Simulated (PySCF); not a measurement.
## Electronic structure of C₅H₇BrSi in real space

```yaml
atoms:
  - { symbol: C, position_ang: [3.3531, -0.2351, -0.1306] }
  - { symbol: C, position_ang: [1.9446, -0.0643, 0.1308] }
  - { symbol: C, position_ang: [0.7634, 0.0722, 0.3349] }
  - { symbol: Si, position_ang: [-1.0151, 0.2891, 0.6996] }
  - { symbol: C, position_ang: [-2.2423, -0.7582, -0.2821] }
  - { symbol: C, position_ang: [-2.0837, 0.6621, -0.8255] }
  - { symbol: Br, position_ang: [-3.6571, 1.8100, -0.7198] }
  - { symbol: H, position_ang: [3.9065, -0.2411, 0.8083] }
  - { symbol: H, position_ang: [3.5229, -1.1791, -0.6481] }
  - { symbol: H, position_ang: [3.7196, 0.5813, -0.7527] }
  - { symbol: H, position_ang: [-1.4275, 0.8464, 1.9719] }
  - { symbol: H, position_ang: [-1.9140, -1.5463, -0.9477] }
  - { symbol: H, position_ang: [-3.2045, -0.9916, 0.1539] }
  - { symbol: H, position_ang: [-1.6664, 0.7542, -1.8201] }
```

Geometry: GFN2-xTB.

These are results of CAM-B3LYP/def2-SVPD, SCF density, gas phase in PySCF, not measurements.

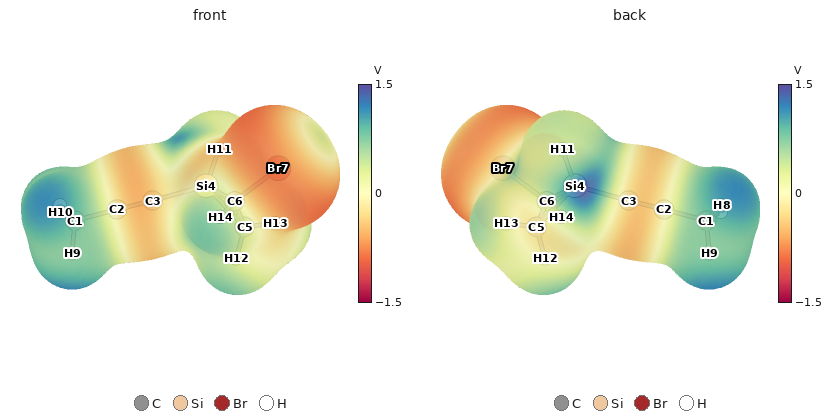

Figure 1. The molecular electrostatic potential painted on the density surface at 0.002 e/bohr³, seen from the front and from behind; red is negative and blue positive.

Question: Describe the electrostatic potential map.

Answer: The most negative region (about −0.9 V) lies over Br7, the most positive (about +1.2 V) over Si4, H8 and H9. Br7 shows a σ-hole: about +0.3 V at the tip opposite its bond, against about −0.8 V on its flanks.

Question: What dipole moment does the calculation give?

Answer: Its dipole moment is 3.99 D.

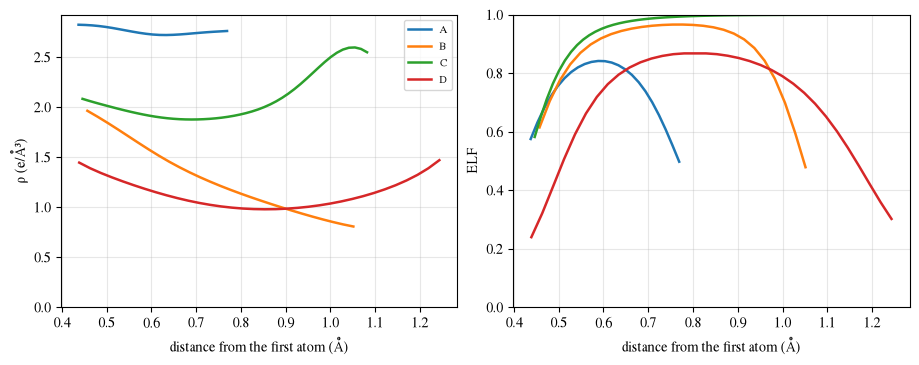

Figure 2. Total electron density and electron localisation function along straight lines between neighbouring atoms. The curves leave out the atomic cores.

Question: Which curve belongs to which contact (C–Br, C–C, C–H and C–Si)? The first atom named is at distance zero.

Answer: Curve A: C–C (1.21 Å): ρ at the midpoint is about 2.7 e/Å³; the ELF peaks at about 0.85 between the atoms; a multiple bond. Curve B: C–Si (1.83 Å): ρ at the midpoint is about 0.96 e/Å³; the ELF peaks at about 0.95 between the atoms (a shared electron pair). Curve C: C–H (1.08 Å): ρ at the midpoint is about 2 e/Å³; the ELF climbs to about 1 towards the hydrogen, as it does in any bond to H: a covalent bond by its length. Curve D: C–Br (1.95 Å): ρ at the midpoint is about 1 e/Å³; the ELF peaks at about 0.85 between the atoms (a covalent bond).
